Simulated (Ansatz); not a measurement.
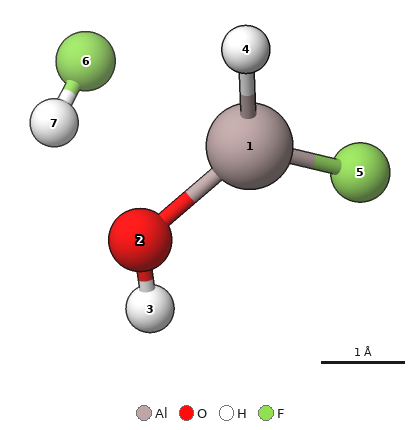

The input geometry (ball-and-stick view, seen at a tilt; atoms are numbered from 1 in the order of the input). Sticks mark near contacts. Bond lengths as drawn: Al–F 1.66 Å, Al–H 1.56 Å, Al–O 1.75 Å, F–H 0.93 Å and H–O 0.96 Å.

Run report: AlH$_{3}$OF$_{2}$, geometry relaxation

System: AlH$_{3}$OF$_{2}$.
Method: RKS PBE0-D4/def2-SVP (Ansatz 0.2.0).

It belongs to a series of runs on one base structure; here: end point A relaxed. Figures and captions count atoms from 1; the log counts them from 0 in places.

### Output
```
The last accepted step is kept in [file] (removed where the run ends without a failure and the disk answers)
Engine: ansatz 0.2.0, aarch64-unknown-linux-gnu
Functional definition: PBE0
  parameter a = 0.25
  parameter kappa = 0.804
  parameter beta = 0.06672455060314922
  exchange = (1 - a)*pbe_x(kappa = kappa, mu = beta*pi^2/3) + a*exact_x
  correlation = pbe_c(beta = beta)
747 factors; integrals over basis functions are off by at most 4.4e-4 eV
mean field evaluation 1: about -14104.8795 eV, gradient 6.3e1 eV
mean field evaluation 2: about -14094.2828 eV, gradient 9.9e1 eV
mean field evaluation 4: about -14111.4106 eV, gradient 4.1e0 eV
mean field evaluation 8: about -14111.4524 eV, gradient 3.0e-2 eV
mean field -14111.45235577 eV, -518.5863089885 hartree, gradient 1.6e-5 eV, S^2 0.000000; 0 other end points of the search recorded, 0 dependent functions left out
the calculation of the forces begins
reference -14111.45238386 eV, -518.5863100208 hartree; 21, 21 occupied and 54, 54 virtual orbitals, 747 factors
relax step   1: F+E_penalty+E_count = -14111.52425753 eV  Δ(F+E_penalty+E_count) = +0.000e0 eV  max|allowed force component| = 9.446e-1 eV/Å  Δτ_max = 0.0000 Å  (23 SCF iters, accepted)
these checks for a lower state are left out or cut short: starts, cluster_reference, orbital_swaps, neighbouring_geometries, increment
747 factors; integrals over basis functions are off by at most 4.2e-4 eV
mean field evaluation 16: about -14111.6233 eV, gradient 1.8e-1 eV
mean field -14111.63877847 eV, -518.5931598965 hartree, gradient 1.4e-5 eV, S^2 0.000000; 0 other end points of the search recorded, 0 dependent functions left out
[... from here on the field's lines of each further geometry are left out, up to the last ...]
relax step   2: F+E_penalty+E_count = -14111.71155789 eV  Δ(F+E_penalty+E_count) = -1.873e-1 eV  max|allowed force component| = 4.852e-1 eV/Å  Δτ_max = 0.1950 Å  (28 SCF iters, accepted)
relax step   3: F+E_penalty+E_count = -14111.91555835 eV  Δ(F+E_penalty+E_count) = -2.040e-1 eV  max|allowed force component| = 7.037e-1 eV/Å  Δτ_max = 0.1966 Å  (27 SCF iters, accepted)
relax step   4: F+E_penalty+E_count = -14112.04989761 eV  Δ(F+E_penalty+E_count) = -1.343e-1 eV  max|allowed force component| = 8.711e-1 eV/Å  Δτ_max = 0.1904 Å  (27 SCF iters, accepted)
relax step   5: F+E_penalty+E_count = -14112.10462632 eV  Δ(F+E_penalty+E_count) = -5.473e-2 eV  max|allowed force component| = 7.499e-1 eV/Å  Δτ_max = 0.0745 Å  (27 SCF iters, accepted)
relax step   6: F+E_penalty+E_count = -14112.15618928 eV  Δ(F+E_penalty+E_count) = -5.156e-2 eV  max|allowed force component| = 5.993e-1 eV/Å  Δτ_max = 0.1252 Å  (27 SCF iters, accepted)
relax step   7: F+E_penalty+E_count = -14112.20081961 eV  Δ(F+E_penalty+E_count) = -4.463e-2 eV  max|allowed force component| = 1.304e0 eV/Å  Δτ_max = 0.1263 Å  (27 SCF iters, accepted)
relax step   8: F+E_penalty+E_count = -14112.32996245 eV  Δ(F+E_penalty+E_count) = -1.291e-1 eV  max|allowed force component| = 2.411e0 eV/Å  Δτ_max = 0.1555 Å  (32 SCF iters, accepted)
relax step   9: F+E_penalty+E_count = -14112.54811018 eV  Δ(F+E_penalty+E_count) = -2.181e-1 eV  max|allowed force component| = 1.332e0 eV/Å  Δτ_max = 0.0862 Å  (28 SCF iters, accepted)
relax step  10: F+E_penalty+E_count = -14112.72880846 eV  Δ(F+E_penalty+E_count) = -1.807e-1 eV  max|allowed force component| = 1.025e0 eV/Å  Δτ_max = 0.1958 Å  (32 SCF iters, accepted)
relax step  11: F+E_penalty+E_count = -14112.66425650 eV  Δ(F+E_penalty+E_count) = +6.455e-2 eV  max|allowed force component| = 5.218e0 eV/Å  Δτ_max = 0.1952 Å  (27 SCF iters, rejected (line search))
relax step  12: F+E_penalty+E_count = -14112.85688776 eV  Δ(F+E_penalty+E_count) = -1.281e-1 eV  max|allowed force component| = 3.853e-1 eV/Å  Δτ_max = 0.0973 Å  (25 SCF iters, accepted)
relax step  13: F+E_penalty+E_count = -14112.91494276 eV  Δ(F+E_penalty+E_count) = -5.806e-2 eV  max|allowed force component| = 4.077e-1 eV/Å  Δτ_max = 0.0976 Å  (26 SCF iters, accepted)
relax step  14: F+E_penalty+E_count = -14112.94646946 eV  Δ(F+E_penalty+E_count) = -3.153e-2 eV  max|allowed force component| = 2.680e-1 eV/Å  Δτ_max = 0.1500 Å  (25 SCF iters, accepted)
relax step  15: F+E_penalty+E_count = -14112.96351753 eV  Δ(F+E_penalty+E_count) = -1.705e-2 eV  max|allowed force component| = 1.666e-1 eV/Å  Δτ_max = 0.1590 Å  (27 SCF iters, accepted)
relax step  16: F+E_penalty+E_count = -14112.96943139 eV  Δ(F+E_penalty+E_count) = -5.914e-3 eV  max|allowed force component| = 4.123e-2 eV/Å  Δτ_max = 0.0867 Å  (25 SCF iters, accepted)
relax step  17: F+E_penalty+E_count = -14112.96156981 eV  Δ(F+E_penalty+E_count) = +7.862e-3 eV  max|allowed force component| = 2.676e-1 eV/Å  Δτ_max = 0.0401 Å  (25 SCF iters, rejected (line search))
the calculation of the forces begins
reference -14112.89504758 eV, -518.6393269347 hartree; 21, 21 occupied and 54, 54 virtual orbitals, 749 factors
relax step  18: F+E_penalty+E_count = -14112.97014376 eV  Δ(F+E_penalty+E_count) = -7.124e-4 eV  max|allowed force component| = 1.798e-2 eV/Å  Δτ_max = 0.0199 Å  (28 SCF iters, accepted)
```

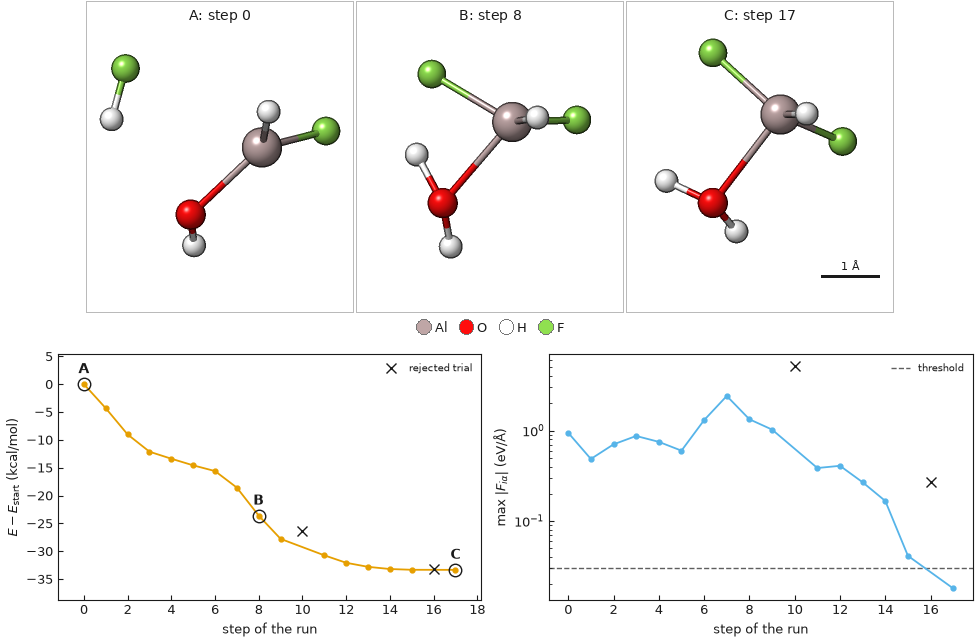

Frames of the relaxation (ball-and-stick view, seen at a tilt) above the curves, on which the letters mark them (the first geometry is step 0 here and step 1 in the log).

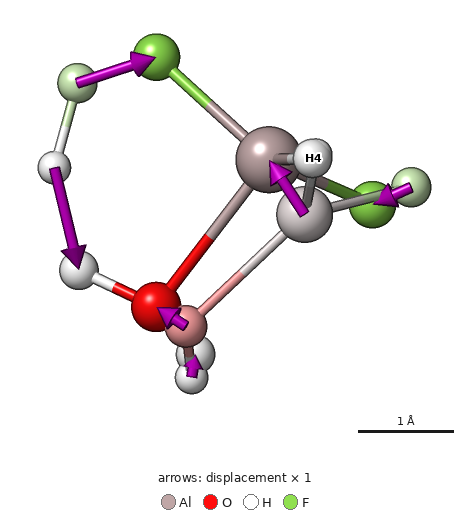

Start (faint) and end (solid) with the displacements as pink arrows, at true length (ball-and-stick view, seen at a tilt). The two geometries are laid on each other by the best rigid fit. The energy falls by 33.3 kcal/mol in 17 geometry steps. Largest force component: 0.94 eV/Å at the start, 0.018 eV/Å at the end. The line search rejected the trial steps at points 10, 16 (counted from 0) and went back. The largest move after the best rigid fit is that of H7, 1.11 Å. Largest moves by element: H 1.11 Å, F 0.91 Å, Al 0.69 Å, O 0.38 Å. Among the contacts that change: F6–H7 0.927 → 2.396 Å, O2–H7 2.202 → 0.970 Å, Al1–F6 2.878 → 1.682 Å, Al1–O2 1.751 → 1.984 Å. New bonds form: Al1–F6 (2.88 → 1.68 Å), O2–H7 (2.20 → 0.97 Å). Bonds break: F6–H7 (0.93 → 2.40 Å). Among the angles that change: O2–Al1–F5 117.1° → 92.3°, Al1–O2–H3 119.6° → 106.3°, O2–Al1–H4 120.1° → 110.8°. (Atoms are counted from 1 in the order of the input.)

```
749 factors; integrals over basis functions are off by at most 1.1e-3 eV
mean field -14112.89501876 eV, -518.6393258755 hartree, gradient 1.1e-5 eV, S^2 0.000000; 1 other end points of the search recorded, 0 dependent functions left out
the calculation of the forces begins
reference -14112.89504758 eV, -518.6393269347 hartree; 21, 21 occupied and 54, 54 virtual orbitals, 749 factors
Total energy: -14112.97017258 eV, -518.6420877275 hartree
Atom 0 at     0.096351     0.450453    -0.064300 Å, force     0.004681    -0.004988    -0.017983 eV/Å
Atom 1 at    -0.043412     0.088966     1.881529 Å, force    -0.002053     0.000799     0.002048 eV/Å
Atom 2 at    -0.916125    -0.310140     2.022979 Å, force    -0.007543    -0.008148    -0.004589 eV/Å
Atom 3 at     1.356250    -0.263231    -0.674260 Å, force    -0.004019     0.005059     0.004929 eV/Å
Atom 4 at    -1.432121    -0.183672    -0.360401 Å, force     0.001849     0.000531     0.007503 eV/Å
Atom 5 at     0.135384     2.110750     0.202805 Å, force     0.000384    -0.001564     0.001640 eV/Å
Atom 6 at    -0.069827     0.965374     2.297447 Å, force     0.006700     0.008310     0.006452 eV/Å
Dipole moment:    -0.093019    -0.140258     0.841155 e Å
```

### Trajectory as extended XYZ (Å, eV, eV/Å), 15 of the 18 frames kept, from step=1 to step=18
```
7
Properties=species:S:1:pos:R:3:forces:R:3 step=1 energy=-14111.52426
Al   -0.0503   -0.2348    0.0308    0.0046   0.3339   0.9446
O    -0.0771   -0.2501    1.7818    0.0121   0.2475  -0.8527
H    -0.8979   -0.4468    2.2435    0.0316   0.0095   0.0070
H     1.3133   -0.2682   -0.7326   -0.0118   0.0009   0.0044
F    -1.5137   -0.3447   -0.7515    0.0203  -0.0044   0.0063
F     0.1382    2.4710    0.9918   -0.0256  -0.2211  -0.2882
H     0.2139    1.9321    1.7420   -0.0311  -0.3662   0.1787
7
Properties=species:S:1:pos:R:3:forces:R:3 step=2 energy=-14111.71156
Al   -0.0513   -0.1110    0.0539    0.0870   0.3226   0.3524
O    -0.0796   -0.1474    1.7884   -0.2228   0.0850  -0.0769
H    -0.8849   -0.4162    2.2472    0.1888   0.0309  -0.0307
H     1.3108   -0.2133   -0.7095   -0.0272   0.0535  -0.0093
F    -1.5043   -0.3393   -0.7316    0.0660   0.1043   0.0718
F     0.1487    2.2861    0.9309   -0.0156  -0.1111  -0.4644
H     0.1872    1.7995    1.7264   -0.0763  -0.4852   0.1571
7
Properties=species:S:1:pos:R:3:forces:R:3 step=3 energy=-14111.91556
Al   -0.0426    0.0114    0.0973    0.2331   0.3378  -0.4075
O    -0.0790   -0.0856    1.8186   -0.3580  -0.0540   0.6184
H    -0.8689   -0.4157    2.2644    0.2426   0.0216   0.0171
H     1.3123   -0.1555   -0.6754   -0.0470   0.0351   0.0077
F    -1.4864   -0.2701   -0.6954    0.0639   0.1725   0.1357
F     0.1526    2.1151    0.8339   -0.0196   0.0318  -0.7037
H     0.1385    1.6589    1.6624   -0.1151  -0.5449   0.3324
7
Properties=species:S:1:pos:R:3:forces:R:3 step=5 energy=-14112.10463
Al    0.0063    0.1100    0.1153   -0.1122  -0.0226  -0.7499
O    -0.0701   -0.0137    1.8682   -0.5304  -0.0553   0.5625
H    -0.8217   -0.4267    2.3211    0.4082   0.1681  -0.1203
H     1.3402   -0.1550   -0.6676   -0.0399  -0.0760   0.0439
F    -1.4721   -0.1166   -0.6563    0.3410   0.0991   0.2662
F     0.1400    1.9657    0.7247   -0.0833   0.2275  -0.0646
H     0.0039    1.4948    1.6005    0.0166  -0.3408   0.0623
7
Properties=species:S:1:pos:R:3:forces:R:3 step=6 energy=-14112.15619
Al    0.0348    0.1185    0.0731    0.0411   0.5993   0.0207
O    -0.0661    0.0528    1.8646    0.1938   0.0349  -0.0610
H    -0.7604   -0.3958    2.3376   -0.3308  -0.2378   0.3334
H     1.3645   -0.2383   -0.6798   -0.0737  -0.0373   0.0548
F    -1.4601   -0.0445   -0.6500    0.0629  -0.0884   0.0132
F     0.0901    1.9663    0.7472    0.0091   0.1022  -0.4191
H    -0.0763    1.3995    1.6131    0.0976  -0.3730   0.0579
7
Properties=species:S:1:pos:R:3:forces:R:3 step=7 energy=-14112.20082
Al    0.0678    0.2032    0.0347    0.2358   0.3929   0.1193
O    -0.0560    0.1120    1.8662   -0.9080  -1.3036   0.8908
H    -0.7345   -0.4002    2.3792    0.9792   0.9304  -0.7445
H     1.3793   -0.3137   -0.6749   -0.1564   0.1233   0.1034
F    -1.4370    0.0226   -0.6331   -0.2787  -0.2206  -0.2413
F     0.0268    1.9537    0.7227    0.3117   0.5238  -1.0559
H    -0.1199    1.2810    1.6111   -0.1836  -0.4462   0.9283
7
Properties=species:S:1:pos:R:3:forces:R:3 step=8 energy=-14112.32996
Al    0.0896    0.2958    0.0041   -0.0138  -0.0321  -0.5995
O    -0.0580    0.1466    1.8822    0.3281  -2.4114   0.4072
H    -0.6994   -0.3718    2.3955    0.1309   0.6589  -0.2286
H     1.3859   -0.3555   -0.6544   -0.2837   0.2630   0.1888
F    -1.4333    0.0608   -0.6352    0.0197  -0.3079  -0.1085
F    -0.0091    1.9481    0.6591    0.5248   0.7827  -1.1919
H    -0.1492    1.1346    1.6545   -0.7060   1.0468   1.5326
7
Properties=species:S:1:pos:R:3:forces:R:3 step=9 energy=-14112.54811
Al    0.0763    0.3230   -0.0060    0.1084   0.0956  -0.5440
O    -0.0664    0.1164    1.8954    0.7581  -0.9377  -0.4662
H    -0.7256   -0.3717    2.3974   -0.2655   0.4583   0.0576
H     1.3727   -0.3243   -0.6508   -0.1934   0.1798   0.1642
F    -1.4324    0.0228   -0.6393   -0.1395  -0.2761  -0.0804
F     0.0222    1.9804    0.5855    0.3823  -0.0435  -0.4632
H    -0.1203    1.1119    1.7237   -0.6504   0.5235   1.3319
7
Properties=species:S:1:pos:R:3:forces:R:3 step=11 energy=-14112.66426 accepted=F
Al    0.0469    0.4732   -0.1263   -0.0320  -0.9644   0.0626
O    -0.0633    0.0832    1.8857   -0.2861  -5.2148  -0.9703
H    -0.7633   -0.3703    2.4042    0.5489   0.3352  -0.6499
H     1.3485   -0.2960   -0.5972   -0.1398   0.1828  -0.0435
F    -1.4512   -0.0726   -0.6487    0.1678   0.1385   0.0895
F     0.1181    2.0828    0.3305    0.0012   0.3049   0.0779
H    -0.1092    0.9582    2.0576   -0.2600   5.2177   1.4337
7
Properties=species:S:1:pos:R:3:forces:R:3 step=12 energy=-14112.85689
Al    0.0366    0.4306   -0.0891   -0.1902  -0.3696  -0.1368
O    -0.0396    0.0857    1.8180    0.1468   0.3853   0.2442
H    -0.7142   -0.3797    2.3173   -0.2720  -0.1274   0.0728
H     1.3392   -0.3257   -0.5153    0.0506   0.0766  -0.2846
F    -1.4763   -0.0558   -0.6319    0.2316   0.0807   0.0302
F     0.0892    2.0493    0.4229    0.0545   0.2197  -0.1904
H    -0.1084    1.0541    1.9840   -0.0212  -0.2653   0.2647
7
Properties=species:S:1:pos:R:3:forces:R:3 step=13 energy=-14112.91494
Al    0.0395    0.4258   -0.0896    0.0440  -0.0941  -0.0338
O    -0.0538    0.0881    1.8443   -0.1095   0.3858   0.3050
H    -0.7582   -0.3777    2.3178    0.0359   0.0488  -0.1545
H     1.3435   -0.2988   -0.5788   -0.0083   0.0270  -0.1233
F    -1.4616   -0.0818   -0.6270    0.0376   0.0103   0.0498
F     0.1125    2.0600    0.3590    0.0066   0.0299  -0.0833
H    -0.0954    1.0430    2.0801   -0.0063  -0.4077   0.0401
7
Properties=species:S:1:pos:R:3:forces:R:3 step=14 energy=-14112.94647
Al    0.0525    0.4443   -0.0894    0.0683  -0.0071  -0.0180
O    -0.0594    0.0998    1.8639   -0.0867   0.2678   0.1354
H    -0.8024   -0.3944    2.2426    0.0591   0.0735  -0.1258
H     1.3432   -0.2864   -0.6082   -0.0088  -0.0166  -0.0397
F    -1.4546   -0.1089   -0.5642    0.0023  -0.0147   0.0815
F     0.1368    2.0970    0.2354   -0.0210  -0.0349   0.0499
H    -0.0896    1.0072    2.2256   -0.0133  -0.2680  -0.0833
7
Properties=species:S:1:pos:R:3:forces:R:3 step=16 energy=-14112.96943
Al    0.0937    0.4506   -0.0656    0.0166  -0.0349  -0.0246
O    -0.0391    0.0880    1.8818   -0.0401   0.0329   0.0092
H    -0.9066   -0.3154    2.0396   -0.0102  -0.0412  -0.0202
H     1.3548   -0.2685   -0.6709   -0.0207   0.0268   0.0075
F    -1.4343   -0.1782   -0.3749    0.0178   0.0153   0.0193
F     0.1354    2.1097    0.2152   -0.0017  -0.0181  -0.0025
H    -0.0775    0.9723    2.2806    0.0384   0.0192   0.0113
7
Properties=species:S:1:pos:R:3:forces:R:3 step=17 energy=-14112.96157 accepted=F
Al    0.0976    0.4401   -0.0822   -0.0170   0.2033   0.2676
O    -0.0587    0.1094    1.8717    0.1349  -0.2392  -0.0019
H    -0.9191   -0.3120    2.0193   -0.0198   0.0850   0.0337
H     1.3645   -0.2552   -0.6852    0.0232  -0.0613  -0.0430
F    -1.4346   -0.1892   -0.3500   -0.0632  -0.0710  -0.0898
F     0.1412    2.0961    0.2139    0.0157   0.0591  -0.1161
H    -0.0644    0.9693    2.3184   -0.0739   0.0242  -0.0505
7
Properties=species:S:1:pos:R:3:forces:R:3 step=18 energy=-14112.97014
Al    0.0964    0.4505   -0.0643    0.0047  -0.0050  -0.0180
O    -0.0434    0.0890    1.8815   -0.0021   0.0008   0.0020
H    -0.9161   -0.3101    2.0230   -0.0075  -0.0081  -0.0046
H     1.3562   -0.2632   -0.6743   -0.0040   0.0051   0.0049
F    -1.4321   -0.1837   -0.3604    0.0018   0.0005   0.0075
F     0.1354    2.1107    0.2028    0.0004  -0.0016   0.0016
H    -0.0698    0.9654    2.2974    0.0067   0.0083   0.0065
```

The run was set up as follows.

### Input file
```yaml
crystal:
  periodic: [false, false, false]
  atoms:
    - { symbol: Al, position_ang: [-0.05025, -0.234824, 0.030805] }
    - { symbol: O, position_ang: [-0.077074, -0.250146, 1.781847] }
    - { symbol: H, position_ang: [-0.897942, -0.446756, 2.243533] }
    - { symbol: H, position_ang: [1.313343, -0.268154, -0.732631] }
    - { symbol: F, position_ang: [-1.513695, -0.344721, -0.751535] }
    - { symbol: F, position_ang: [0.138229, 2.471024, 0.991819] }
    - { symbol: H, position_ang: [0.21389, 1.932078, 1.741962] }
basis:
  gaussian: { orbitals: def2-SVP }
hamiltonian:
  xc: pbe0
  dispersion: d4
relax:
  f_tol: 0.03
  max_steps: 50
```

Launched with:
```bash
ansatz run input.yaml --threads 1 --pin off --max-ram 2048MiB --backend cpu --events-out ev --progress --plain --runs-dir out
```

### Summary

```json
{"quantity": "outcome", "value": "converged"}
{"quantity": "total energy", "value": "−14112.9702 eV"}
{"quantity": "mean-field energy", "value": "−14112.8950 eV"}
{"quantity": "largest force (length of the vector) at the end", "value": "0.019 eV/Å"}
{"quantity": "hardware", "value": "1 thread of Arm Neoverse N1, 24 GiB of memory available, shared host"}
{"quantity": "wall time", "value": "76 s"}
{"quantity": "peak memory", "value": "0.16 GiB"}
```
